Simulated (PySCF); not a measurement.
Cl3HSn, SMILES `Cl[SnH](Cl)Cl`.

PySCF calculation, ωB97X/def2-TZVP, gas phase; geometry: GFN2-xTB. Core potentials replace the inner electrons of Sn; spin–orbit coupling isn't included. No frequency check shows the geometry to be a minimum. GFN2-xTB bond lengths at metals and heavier atoms can be off by up to 0.1 Å and shapes distorted, which carries into these values.

Geometry (Å), atoms numbered from 1:

```
Cl1      0.7219    2.0062   -0.4519
Sn2     -0.0001   -0.0001    0.4180
Cl3      1.3767   -1.6278   -0.4522
Cl4     -2.0984   -0.3778   -0.4522
H5      -0.0003   -0.0022    2.1597
```

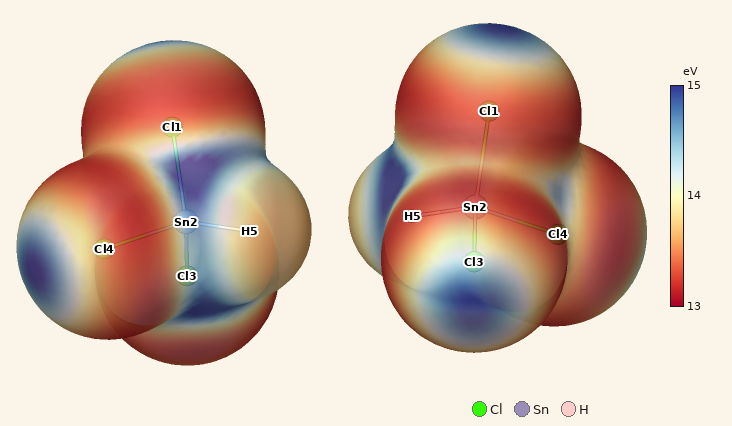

Average local ionisation energy on the surface of electron density 0.001 a.u. (back view left, front view right).

Q: Locate the minima of the map.

A: The lowest value is 13.2 eV, 2.1 Å from Cl1, and at like points elsewhere. Further minima include 13.2 eV, 2.1 Å from Cl4, and at like points elsewhere. For comparison, the highest occupied orbital lies at −11.9 eV.

Q: What volume does the surface enclose, and what is the dipole moment?

A: About 137 Å³; the dipole moment is 2.2 D.
